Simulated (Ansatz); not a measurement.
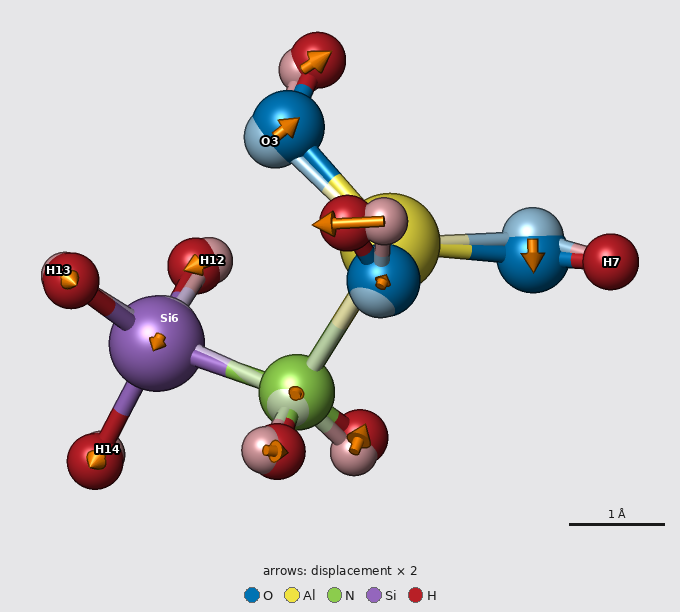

This is a relaxation of AlSiNH$_{8}$O$_{3}$. The starting structure is drawn faded, the final one solid; orange arrows show the displacements, 2 times their true length. The two geometries are superimposed by the best rigid fit.

The picture is a ball-and-stick view, seen from a free direction.

The start comes from PBE-D4/def2-SVP.

The calculation used RKS PBE0-D4/def2-TZVP (Ansatz 0.2.0).

The input:
```yaml
crystal:
  periodic: [false, false, false]
  atoms:
    - {symbol: O, position_ang: [-2.415364, -0.247520, 0.212629]}
    - {symbol: Al, position_ang: [-0.872789, 0.455170, 0.607154]}
    - {symbol: O, position_ang: [0.163928, -0.622203, 1.544306]}
    - {symbol: O, position_ang: [-0.693553, 2.171780, 0.847190]}
    - {symbol: N, position_ang: [0.268780, 0.284072, -1.040971]}
    - {symbol: Si, position_ang: [1.573282, -0.963112, -0.691610]}
    - {symbol: H, position_ang: [-3.185328, 0.329072, 0.095344]}
    - {symbol: H, position_ang: [-0.221168, -1.417097, 1.945825]}
    - {symbol: H, position_ang: [-0.793073, 2.547278, 1.735021]}
    - {symbol: H, position_ang: [0.663233, 1.216860, -1.238218]}
    - {symbol: H, position_ang: [-0.299258, 0.021132, -1.859430]}
    - {symbol: H, position_ang: [0.946320, -2.296367, -0.449957]}
    - {symbol: H, position_ang: [2.527195, -0.436931, 0.324362]}
    - {symbol: H, position_ang: [2.324993, -1.071532, -2.002843]}
basis:
  gaussian: {orbitals: def2-TZVP}
hamiltonian: {xc: pbe0, dispersion: d4}
relax: {f_tol: 0.005, max_steps: 150}
```

Launched with:
```bash
ansatz run in.yaml --threads 4 --pin off --events-out ev --progress --plain --max-ram 11315MiB
```

What did the optimiser do to the structure, and how much energy did it gain?

Answer. The largest move after the best rigid fit is that of H9, 0.39 Å. Largest moves by element: H 0.39 Å, O 0.19 Å, Si 0.10 Å, N 0.08 Å, Al 0.04 Å. Near-neighbour distances that change, for instance: O3–Si6 2.665 → 2.886 Å, N5–Si6 1.838 → 1.795 Å, Al2–O3 1.765 → 1.730 Å, Si6–H14 1.515 → 1.490 Å. Bond angles that change, for instance: O1–Al2–N5 106.4° → 100.6°, Al2–N5–H11 111.1° → 106.1°, O3–Al2–N5 92.9° → 97.0°. Groups turn about Al2–O4 by about 35°. After 14 accepted moves (17 points after the start) the energy has fallen by 8.68 kJ/mol. The largest force component goes from 0.67 to 0.0039 eV/Å. The line search rejected the trial steps at points 6, 8, 12 of the run.
